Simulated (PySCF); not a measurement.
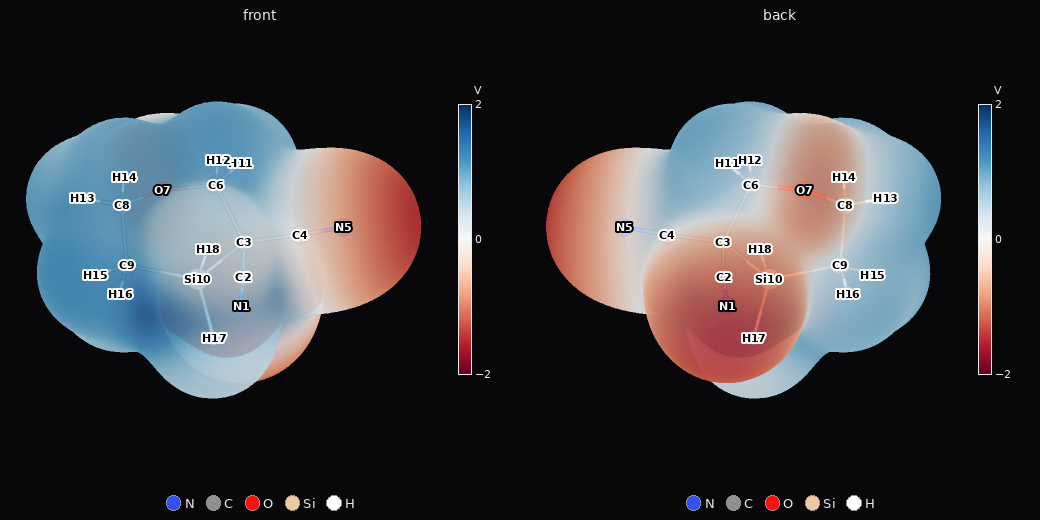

Figure 1: C₆H₈N₂OSi. The electrostatic potential painted on the density surface at 0.001 e/bohr³, seen from the front and from behind; the colour scale runs from red (negative) to blue (positive).

Geometry: PBE0-D3(BJ)/def2-SVP.

Theory: PySCF, PBE0/pcSseg-1, SCF density, gas phase, non-relativistic.

```csv
atom,x (Å),y (Å),z (Å)
N,-2.7730,-0.5883,-1.6930
C,-2.2192,-0.0284,-0.8445
C,-1.4510,0.6767,0.1731
C,-2.2648,1.6389,0.8973
N,-2.8606,2.4214,1.5085
C,-0.7761,-0.3349,1.1620
O,0.0204,-1.2608,0.5119
C,1.2593,-0.7869,0.0390
C,1.1266,0.1489,-1.1630
Si,0.0011,1.5922,-0.7478
H,-1.5642,-0.8916,1.6899
H,-0.2089,0.2544,1.9103
H,1.8330,-1.6842,-0.2347
H,1.8062,-0.2822,0.8611
H,2.1205,0.5100,-1.4739
H,0.6964,-0.4006,-2.0169
H,-0.5349,2.3396,-1.9156
H,0.6107,2.5070,0.2606
```

Describe the electrostatic potential map.

Answer. The most negative region (about −1.5 V) lies over N1 and N5, the most positive (about +1.6 V) over Si10.
